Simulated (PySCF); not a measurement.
Ga(OMe)2(SiH3), SMILES [Ga]([O]C)([O]C)[SiH3] (C₂H₉GaO₂Si), GFN2-xTB optimised geometry. Atoms within 1.6 Å of the plane z = 0.0 Å (x, y, z in Å): Si12 (-0.50, -0.37, 0.00), H13 (0.97, -0.37, 0.00), H14 (-0.97, -1.03, 1.22), H15 (-0.97, 1.03, 0.00).

Level of theory: PBE0/def2-TZVP (PySCF). Cells within 0.4 Å of a nucleus heavier than hydrogen are left out (blank, or x).

Map of the electrostatic potential (hartree/e), clipped to [-0.08, 0.12] on the plane z = 0.0 Å:

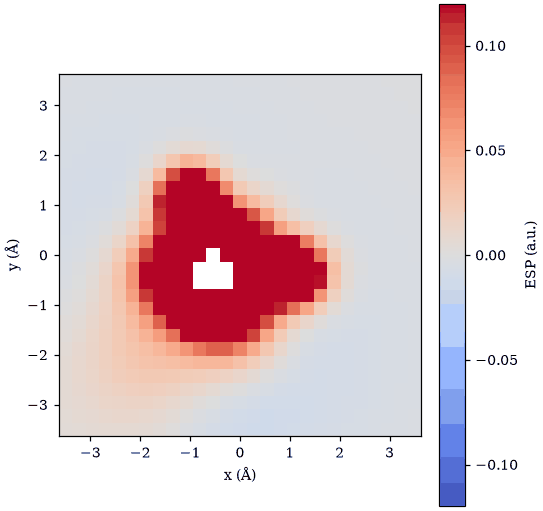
Electrostatic potential (hartree/e), clipped to [-0.08, 0.12] on the plane z = 0.0 Å.
